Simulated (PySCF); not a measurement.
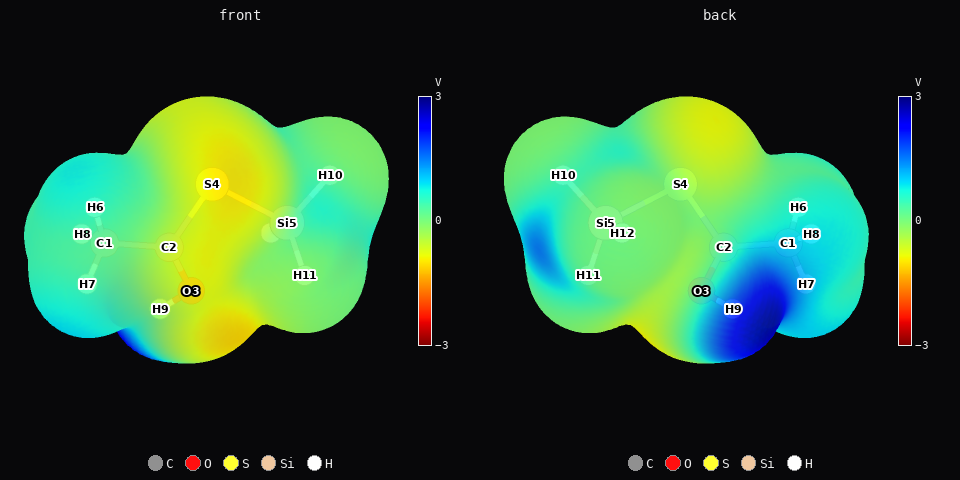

Figure. C$_{2}$H$_{7}$OSSi (SMILES C[C](O)S[SiH3]) (doublet). The electrostatic potential painted on the density surface at 0.002 e/bohr³, seen from the front and from behind; red is negative and blue positive.

Geometry: GFN2-xTB.

All numbers below come from UKS B3LYP, pcH-1 on C H O S Si, non-relativistic, mean-field spin-orbit, GIAO in PySCF.

```yaml
atoms:
  - { symbol: C, position_ang: [-1.9604, 0.5235, 0.4362] }
  - { symbol: C, position_ang: [-0.5297, 0.1184, 0.4401] }
  - { symbol: O, position_ang: [-0.1981, -1.1428, -0.0297] }
  - { symbol: S, position_ang: [0.7090, 1.3026, 0.1640] }
  - { symbol: Si, position_ang: [2.2475, -0.1195, -0.3885] }
  - { symbol: H, position_ang: [-2.0478, 1.5259, 0.8450] }
  - { symbol: H, position_ang: [-2.5498, -0.1620, 1.0488] }
  - { symbol: H, position_ang: [-2.3891, 0.5277, -0.5756] }
  - { symbol: H, position_ang: [-0.9515, -1.5568, -0.4697] }
  - { symbol: H, position_ang: [3.4038, 0.7615, -0.4842] }
  - { symbol: H, position_ang: [2.3699, -1.1006, 0.6746] }
  - { symbol: H, position_ang: [1.8973, -0.6785, -1.6870] }
```

> Describe the electrostatic potential map.

The most negative region (about −1.1 V, or −25 kcal/mol for a unit charge) lies over O3, the most positive (about +2.8 V, or +65 kcal/mol for a unit charge) over H9. O3 is the likeliest acceptor of a hydrogen bond.
